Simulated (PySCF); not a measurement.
Molecule: SMILES [Cl][Ge]([Cl])([Cl])[c]1cc[c]([Ge]([Cl])([Cl])[Cl])cc1 (C₆H₄Cl₆Ge₂). Atoms near the plane z = 0.0 Å, at the GFN2-xTB optimised geometry (x, y, z in Å): Ge1 (3.4, -0.1, 0.1), Cl4 (4.2, -1.9, -0.7), C5 (1.4, -0.1, 0.0), C6 (0.7, -1.0, -0.8), C7 (-0.7, -1.0, -0.8), C8 (-1.4, -0.1, 0.0), C9 (-0.7, 0.8, 0.8), C10 (0.7, 0.8, 0.8), Ge11 (-3.4, -0.1, 0.0), Cl14 (-4.2, 1.9, 0.0).

Level of theory: PBE0/def2-SVP in PySCF 2.14.0. Cells within 0.4 Å of a nucleus heavier than hydrogen are left out (blank, or x). The values are rescaled to run from 0 to 1.

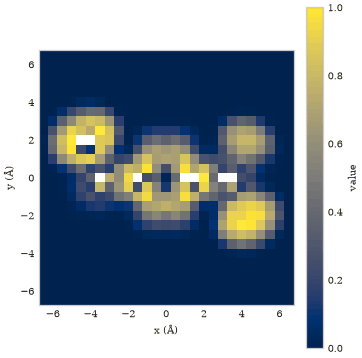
Fig. 1. a field on the plane z = 0.0 Å.

Which quantity is mapped?
(A) deformation density (molecule minus spherical neutral atoms)
(B) electrostatic potential
(C) an orbital amplitude
(D) electron localisation function

D, electron localisation function
